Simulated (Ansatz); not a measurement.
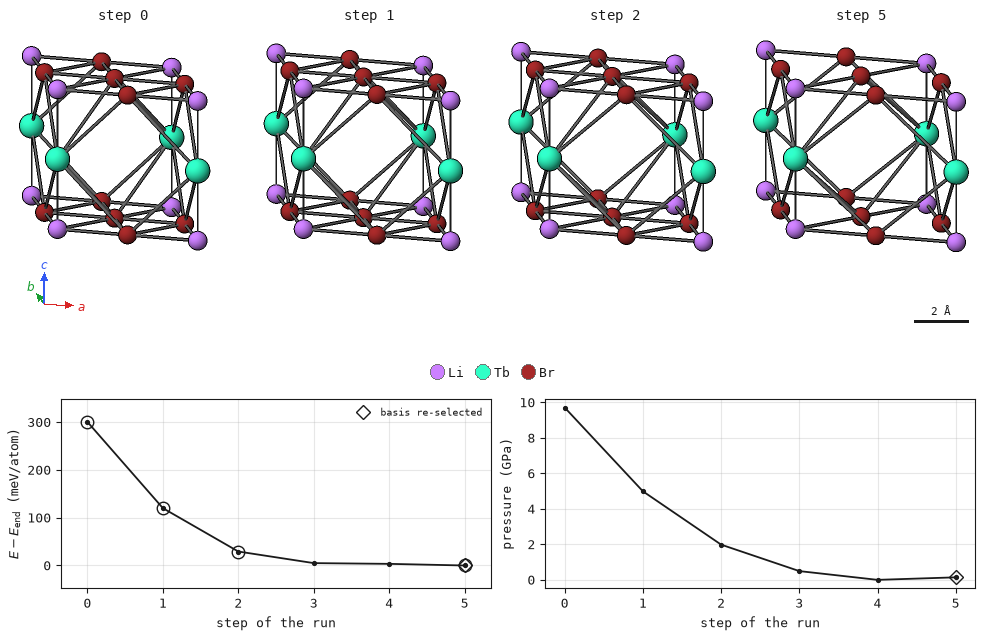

Frames of a relaxation of solid LiTbBr₃ (a generated structure, set up in P6/mmm) (coarse preliminary run), marked on the history of the run. The picture is a ball-and-stick view of the cell of the calculation, seen slightly off an axis.

Method: DFT PBE, scalar-relativistic, plane waves, PAW; 4f electrons in the core of a trivalent norm-conserving potential (Ansatz 0.2.0).

Input
```yaml
crystal:
  lattice:
    - [5.53318521, 0.0, 0.0]
    - [-2.76659261, 4.79187896, 0.0]
    - [0.0, 0.0, 5.32389057]
  atoms:
    - { symbol: Li, position: [0.0, 0.0, 0.0] }
    - { symbol: Tb, position: [0.0, 0.0, 0.5] }
    - { symbol: Br, position: [0.5, 0.0, 0.0] }
    - { symbol: Br, position: [0.0, 0.5, 0.0] }
    - { symbol: Br, position: [0.5, 0.5, 0.0] }
basis:
  ecutwfc: 690
kpoints:
  mp_grid: { grid: [6, 6, 4] }
hamiltonian:
  xc: pbe
  pseudopotentials:
    kind: paw
    azcp: { Tb: "pseudopotentials/pbe/nc/lanthanide_3plus/Tb.nc.azcp" }
scf:
  occupations: { method: gaussian, width: 0.1 }
  lower_state_search: "off"
output:
  forces: true
  stress: true
  eigenvalues: true
relax:
  adjacent_minimum: "off"
  f_tol: 0.04
  max_steps: 70
  cell: { stress_tol: 0.4 }
```

Run as
```bash
ansatz run input.yaml --threads 1 --pin off --max-ram 2560MiB --backend cpu --events-out ev --progress --plain --runs-dir out
```

What happens along the run?

Answer. No atom moves by more than 0.005 Å relative to the cell. The volume changes by +32.3 %, with a = b 5.533 → 6.344 Å (+14.6 %), c 5.324 → 5.357 Å (+0.6 %). Near-neighbour distances that change, for instance: Li1–Br3 2.767 → 3.172 Å, Br3–Br4 2.767 → 3.172 Å, Tb2–Br3 3.839 → 4.152 Å, Li1–Tb2 2.662 → 2.679 Å. The space group stays P6/mmm (No. 191). Over 4 accepted moves (5 points after the start) the energy falls by 301 meV per atom. All forces vanish by symmetry, so only the cell relaxes. The pressure goes from 9.71 to 0.14 GPa. The SCF was repeated once at an unchanged geometry on a basis and grid sized afresh for the cell, which shifted the energy by 3.4 meV per atom at most. From step 0 to 1: volume +10.7 %, energy −181 meV per atom. From step 1 to 2: volume +9.5 %, energy −90.8 meV per atom. From step 2 to 5: volume +9.0 %, energy −29.2 meV per atom.

Limits of the set-up: an odd number of electrons was run without spin polarisation, which fails if the electron would localise.
